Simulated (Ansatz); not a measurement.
Band-structure calculation, with input and output: TaP2S2

The run: band-structure calculation of TaP2S2 (5 atoms in the cell). Method and program: DFT LDA, scalar-relativistic, plane waves, PAW, no spin polarisation (Ansatz 0.2.0).

The structure was made by a generator, so it may or may not be a known phase. Figures and captions count atoms from 1; the log counts them from 0 in places.

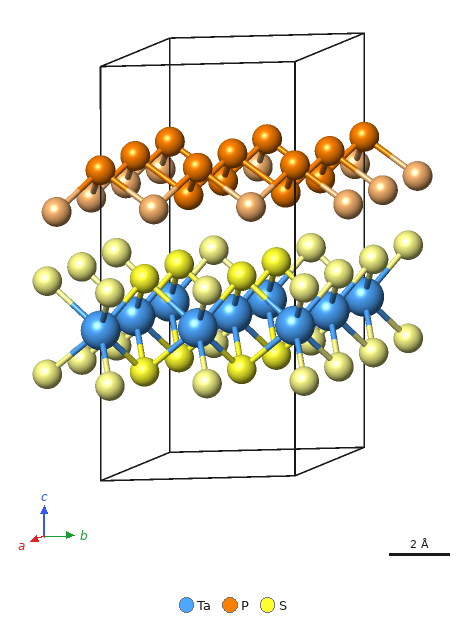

Figure 1. The structure as given in the input (ball-and-stick view of the 2 × 2 repeat of the cell, with the vacuum cut short, seen slightly off an axis; neighbours outside the cell are drawn fainter). An atom can appear more than once, as a periodic image.

### Key numbers

| quantity | value |
| --- | --- |
| outcome | converged |
| electrons treated | 35 |
| free energy | −12876.7477 eV |
| Fermi energy | −5.940 eV |
| gap on the k-point mesh | none (metallic) |
| largest force (length of the vector) | 0.506 eV/Å |
| hardware | 1 thread of Arm Neoverse N1, 60 GiB of memory available, shared host |
| wall time | 3.7 min |
| peak memory | 0.59 GiB |

### Notes

Spin–orbit coupling is left out, which matters for Ta. The cell holds an odd number of electrons but the run has no spin polarisation, so a band is left half filled.

### The input
```yaml
crystal:
  lattice:
    - [3.2925122202, -1.405e-07, 0.0]
    - [-1.6462559885, 2.8513992952, 0.0]
    - [0.0, 0.0, 38.42127656]
  atoms:
    - { symbol: Ta, position: [0.0, 0.0, 0.2357630753] }
    - { symbol: P, position: [0.3333333333, 0.6666666667, 0.3450249986] }
    - { symbol: P, position: [0.0, 0.0, 0.3768548078] }
    - { symbol: S, position: [0.6666666667, 0.3333333333, 0.1944273926] }
    - { symbol: S, position: [0.6666666667, 0.3333333333, 0.2764223712] }
  periodic: [true, true, false]
basis:
  ecutwfc: 420
kpoints:
  mp_grid: { grid: [12, 12, 1] }
  band_path:
    path:
      - [0.0, 0.0, 0.0]
      - [0.5, 0.0, 0.0]
      - [0.33333333, 0.33333333, 0.0]
      - [0.0, 0.0, 0.0]
    npoints: 14
hamiltonian:
  xc: lda
scf:
  occupations: { method: gaussian, width: 0.1 }
  n_extra_bands: 12
output:
  forces: true
  stress: true
  eigenvalues: true
  populations: true
  dos: { projected: true, de: 0.02, nscf_kmesh: { grid: [15, 15, 1] } }
  bader: true
```

Launch command:
```bash
ansatz run input.yaml --threads 1 --pin off --max-ram 2560MiB --backend cpu --events-out ev --progress --plain --runs-dir out
```

### What the program printed
```
scf.n_extra_bands = 12 over 18 filled bands (N_el = 35.0): the run solves 30 bands
Engine: ansatz 0.2.0, aarch64-unknown-linux-gnu
Pseudopotentials: kind: paw
Pseudopotential: Ta, paw, valence charge 13, recommended cutoff 420 eV (normal), Ta.paw.azcp
Pseudopotential: P, paw, valence charge 5, recommended cutoff 420 eV (normal), P.paw.azcp
Pseudopotential: S, paw, valence charge 6, recommended cutoff 420 eV (normal), S.paw.azcp
Functional definition: SPW92
  exchange = slater_x
  correlation = pw_c
Crystal: 5 atoms, lattice volume = 360.709 Å³
Basis set: ecut = 420 eV, 7149 PW (Γ)
Bands: 30, of which v1, the nominal top of the filled ones, is band 18 counted from 1 (17 counted from 0)
Symmetry: 6 space group operations
Space group: P3m1 (ITA 156), of the structure as read, at distance tolerance 7.1e-5 Å
k-points: 19 of 144 (time reversal used)
Non-local potential: Ta, projectors of the file, l = 0: 3, l = 1: 2, l = 2: 2, l = 3: 1
Non-local potential: P, projectors of the file, l = 0: 2, l = 1: 2, l = 2: 2
Non-local potential: S, projectors of the file, l = 0: 2, l = 1: 2, l = 2: 2
PAW form: soft (Blöchl's): semilocal exchange-correlation on the pseudo side does not see the compensation charge
PAW frozen core: Ta, regenerated for the run's functional, and the local potential with it (the file was generated under x = pbe(κ = 0.804, μ = 0.2195149727645171), c = pbe(β = 0.06672455060314922))
PAW frozen core: P, regenerated for the run's functional, and the local potential with it (the file was generated under x = pbe(κ = 0.804, μ = 0.2195149727645171), c = pbe(β = 0.06672455060314922))
PAW frozen core: S, regenerated for the run's functional, and the local potential with it (the file was generated under x = pbe(κ = 0.804, μ = 0.2195149727645171), c = pbe(β = 0.06672455060314922))
PAW one-centre angular grid: Ta, 590 points (default); XC on 64 Gauss nodes
PAW one-centre angular grid: P, 110 points (default); XC on 64 Gauss nodes
PAW one-centre angular grid: S, 110 points (default); XC on 64 Gauss nodes
Initial density: superposition of atomic densities (neutral atoms: chi_scale 0, normalization atom), corrected by the library's trained network
Initial wavefunctions: pseudopotential atomic-orbital guess
Functional: x = slater, c = lda
SCF iter   1: F=—  HF=-12876.754967 eV  |F-HF|=—  |Δ(HF+E_count)|=         —  Δρ=3.39e-3  dr2=8.00e-2  ethr=1.77e-3  ⟨swp⟩=14.9  Hψ=5468  notcnv=0  defer=26
preconditioner: auto → LDOS  [insulator: Δε(μ)=0.116 eV  Ē_g=10.416 eV  σ=0.100 eV  W_gap=0.51  n_scr=22 (ndim 8)  ℏωp=10.2 eV  f_vac=0.715  D(μ)=1.96/eV (n_scr^D=12)  ε∞_Penn≈2.0  β→1.0]
SCF iter   2: F=—  HF=-12876.758394 eV  |F-HF|=—  |Δ(HF+E_count)|=   3.43e-3  Δρ=1.79e-3  dr2=9.14e-2  ethr=2.28e-4  ⟨swp⟩=3.6  Hψ=1360  notcnv=0  defer=85
SCF iter   3: F=—  HF=-12876.748800 eV  |F-HF|=—  |Δ(HF+E_count)|=   9.59e-3  Δρ=7.01e-4  dr2=9.60e-3  ethr=2.28e-4  ⟨swp⟩=3.0  Hψ=830  notcnv=0  defer=85
SCF iter   4: F=—  HF=-12876.747711 eV  |F-HF|=—  |Δ(HF+E_count)|=   1.09e-3  Δρ=1.92e-4  dr2=2.26e-4  ethr=2.74e-5  ⟨swp⟩=2.6  Hψ=730  notcnv=0  defer=85
SCF iter   5: F=—  HF=-12876.747736 eV  |F-HF|=—  |Δ(HF+E_count)|=   2.56e-5  Δρ=5.37e-5  dr2=1.04e-5  ethr=6.47e-7  ⟨swp⟩=3.3  Hψ=1002  notcnv=0  defer=85
SCF iter   6: F=—  HF=-12876.747670 eV  |F-HF|=—  |Δ(HF+E_count)|=   6.65e-5  Δρ=1.59e-5  dr2=1.73e-6  ethr=2.97e-8  ⟨swp⟩=3.5  Hψ=1143  notcnv=0  defer=78
SCF iter   7: F=—  HF=-12876.747671 eV  |F-HF|=—  |Δ(HF+E_count)|=   1.08e-6  Δρ=4.91e-6  dr2=1.21e-7  ethr=4.96e-9  ⟨swp⟩=3.1  Hψ=866  notcnv=0  defer=78
SCF iter   8: F=-12876.747671 eV  HF=-12876.747671 eV  |F-HF|=1.02e-8  |Δ(HF+E_count)|=   9.42e-8  Δρ=1.30e-6  dr2=4.49e-9  ethr=2.86e-10  ⟨swp⟩=22.2  Hψ=4631  notcnv=0
SCF 1 converged in 8 iterations: F = -12876.747671 eV  dr2 = 4.49e-9
  greatest PAW one-centre occupation: 1.000 electrons in one spin orbital (limit 2), on the Ta atom at site 0 (counted from 0), in its partial waves of l = 0
```

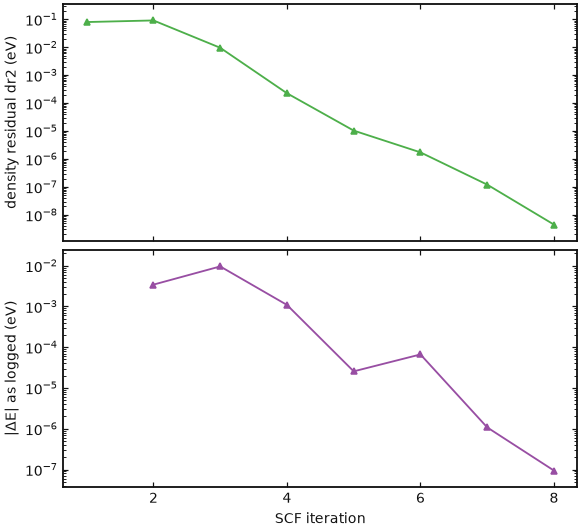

Figure 2. Convergence of the self-consistent field: density residual dr2 and size of the energy change against the SCF iteration. The residual falls almost steadily, with no more than small rises.

```
NSCF: frozen V_eff on 43 k-points
NSCF: frozen V_eff on 27 k-points
SCF converged after 8 iterations
Free energy (F): -12876.747671 eV
Harris-Foulkes:  -12876.747671 eV  (|F-HF|=1.02e-8)
Internal energy: -12876.737851 eV  (E = F + TS)
E sigma→0 (E₀):  -12876.742761 eV
Entropy (-TS):   -0.009820 eV (-1.964 meV/atom)
Fermi energy:    -5.939977 eV
--- Per-component energies (eV) ---
  E_band       = -697.895246
  E_kinetic    = 721.393137
  E_local      = -81937.878682  (includes V_loc(G=0)·N_el)
  E_nonlocal   = 149.623416
  E_hartree    = 40507.986295
  E_xc         = -531.502186
  E_vxc        = -501.046914  (∫ρ·V_xc dr)
  E_paw        = -10366.664018  (= ΣΔE_a)
  E_vpaw       = -145.959920  (= ΣTr[D̂ρ^β])
  E_aug_tail   = 0.000162  (compensation charges beyond the density's cutoff)
  E_ewald      = 38579.504024
  E_core_change = 0.800001  (= ΣΔE_core)
  E_smearing   = -0.009820  (= −TS)
  E_closure    = 0.000000  (closes the sum)
  Σ components = -12876.747671   (vs F -12876.747671, Δ=0.00e0)
--- Forces (eV/Å), atoms counted from 1 ---
  atom   1  Ta     0.00000000     0.00000000    -0.03140157
  atom   2  P      0.00000000     0.00000000     0.11209389
  atom   3  P     -0.00000000    -0.00000000    -0.18023856
  atom   4  S      0.00000000    -0.00000000     0.50583864
  atom   5  S      0.00000000     0.00000000    -0.40726294
  max |Σ_I F_I| component: 9.71e-4 eV/Å
--- 2D stress c σ (N/m, compression-positive) ---
       -3.463399      -0.000000       0.000000
        0.000000      -3.463399       0.000000
        0.000000       0.000000       0.000000
  P = ½ c Tr σ = -3.4634 N/m
--- Band table (eV; the first three rows and the last of 19) ---
  k-point 0: bands = ["-73.7347", "-40.2656", "-40.1388", "-40.1388", "-20.8646", "-20.0446", "-18.4853", "-13.3414", "-11.4757", "-8.3137", "-8.3137", "-8.1145", "-7.1313", "-7.1313", "-6.9635", "-6.9635", "-6.2066", "-4.6489", "-3.1652", "-3.0421", "-3.0421", "-2.5838", "-2.5838", "-2.5587", "-2.5587", "-1.1745 (-1.1746°)", "-0.8307 (-0.8339°)", "0.0564", "0.1259", "0.9284"]
  k-point 1: bands = ["-73.7336", "-40.2611", "-40.1625", "-40.1442", "-20.7543", "-19.9431", "-18.4492", "-13.2607", "-11.3655", "-8.6377", "-8.2572", "-8.2305", "-7.8305", "-7.3039", "-7.2153", "-7.1931", "-6.1591", "-4.8242", "-3.2718", "-2.8316", "-2.7389", "-2.6785", "-2.5476", "-2.3433", "-2.2361 (-2.2361°)", "-0.8353 (-0.8367°)", "-0.5821 (-0.5841°)", "0.2128", "0.2561", "1.0653"]
  k-point 2: bands = ["-73.7306", "-40.2489", "-40.2267", "-40.1590", "-20.4264", "-19.6555", "-18.3466", "-13.0603", "-11.0925", "-9.4772", "-9.3047", "-8.6060", "-8.0594", "-7.7269", "-7.6130", "-7.3682", "-6.1606", "-5.3496", "-3.8588", "-2.8563", "-2.8329", "-2.5318", "-2.0973", "-1.7710 (-1.7710°)", "-1.1784 (-1.1784°)", "-0.3847 (-0.3869°)", "0.2547", "0.5775", "0.8142", "1.2578"]
  k-point 18: bands = ["-73.7161", "-40.3976", "-40.3584", "-40.1900", "-18.1017", "-17.6411", "-16.4154", "-16.3701", "-12.1639", "-11.1261", "-10.7661", "-9.9840", "-9.5601", "-8.8958", "-8.3864", "-8.2686", "-7.9379", "-5.2243", "-4.3292", "-3.4391", "-2.1458", "-1.5256", "-1.1570", "-0.7778", "0.0514", "1.3340", "1.7418", "1.7774", "2.6379", "2.7543"]
  ° read free of the cell's end (the report's vacuum.weakly_bound_levels)
--- Löwdin populations: 5 sites ---
  site symbol       q [e]
     0     Ta     12.5018
     1      P      4.8842
     2      P      4.9249
     3      S      6.1579
     4      S      6.1626
  spilling = 0.010528 (of n_electrons = 35.000000)
--- Bader charges: 5 sites ---
  site symbol  charge [e]  shift [e]
     0     Ta      1.6218     0.0058
     1      P      0.0642     0.0000
     2      P     -0.0098     0.0000
     3      S     -0.8170     0.0029
     4      S     -0.8592     0.0029
  estimated error of the sums over rays = 8.4e-4 e
```

### File bader_charges.tsv
```
# site	symbol	x_ang	y_ang	z_ang	partial_charge_e	electrons	volume_ang3	relative_density_drop	shared_charge_e	partial_wave_shift_e
# quadrature_error_electrons = 8.4e-4
0	Ta	0.0000	0.0000	9.0583	1.62180	71.37820	13.13	-	1.62180	0.00581
1	P	0.0000	1.9009	13.2563	0.06422	14.93578	18.15	-	0.06422	0.00005
2	P	0.0000	0.0000	14.4792	-0.00981	15.00981	24.23	-	-0.00981	0.00005
3	S	1.6463	0.9505	7.4701	-0.81699	16.81699	25.34	-	-0.81699	0.00290
4	S	1.6463	0.9505	10.6205	-0.85923	16.85923	20.48	-	-0.85923	0.00291
```

### File populations.tsv
```
# site	symbol	l	j	q
# orbitals = lowdin
# n_electrons = 35.000000
# spilling = 0.010528
0	Ta	0_5S	-	1.972777
0	Ta	0_6S	-	0.610799
0	Ta	1_5P	-	5.994850
0	Ta	2_5D	-	3.923406
1	P	0_3S	-	1.692295
1	P	1_3P	-	3.191928
2	P	0_3S	-	1.683075
2	P	1_3P	-	3.241873
3	S	0_3S	-	1.765541
3	S	1_3P	-	4.392361
4	S	0_3S	-	1.745835
4	S	1_3P	-	4.416766
```

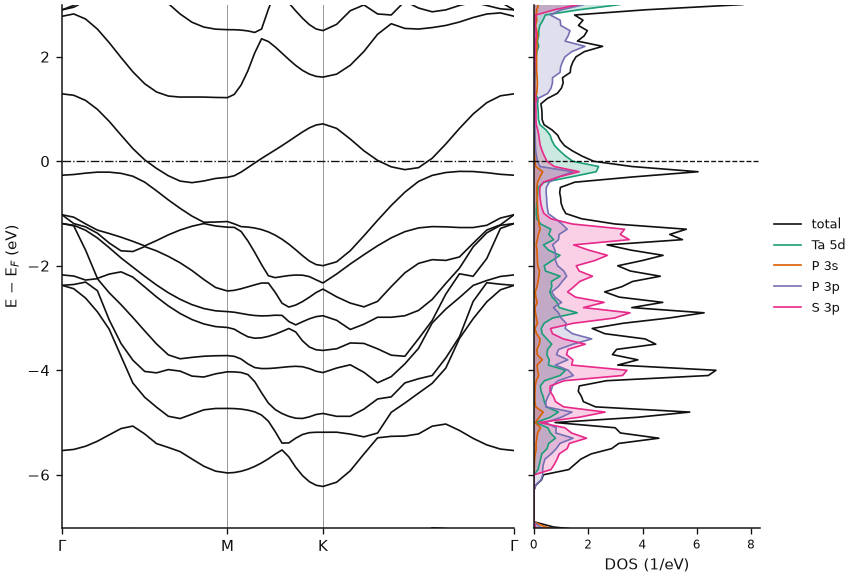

Figure 3. Band structure along Γ–M–K–Γ and density of states (projected on Löwdin-orthogonalised atomic shells), with energies from the Fermi level. Bands cross the Fermi level: a metal at this level of theory.

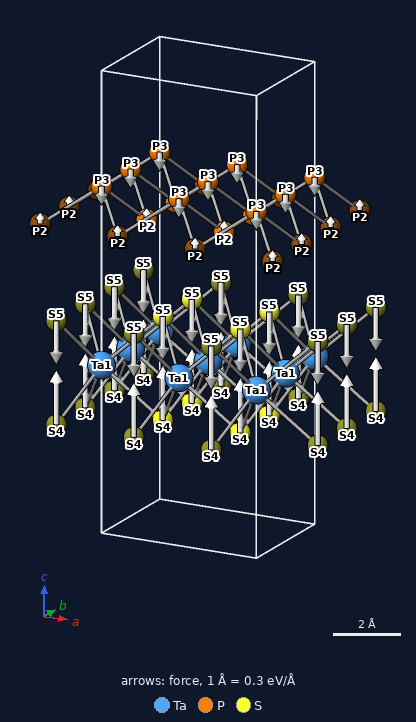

Figure 4. Forces on the atoms as white arrows (ball-and-stick view of the 2 × 2 repeat of the cell, with the vacuum cut short, seen slightly off an axis; neighbours outside the cell are drawn fainter; atoms are numbered from 1 in the order of the input); the smallest are left out. The largest act on S4 (0.51 eV/Å); S5 (0.41 eV/Å); P3 (0.18 eV/Å). The geometry is not a stationary point of this energy.
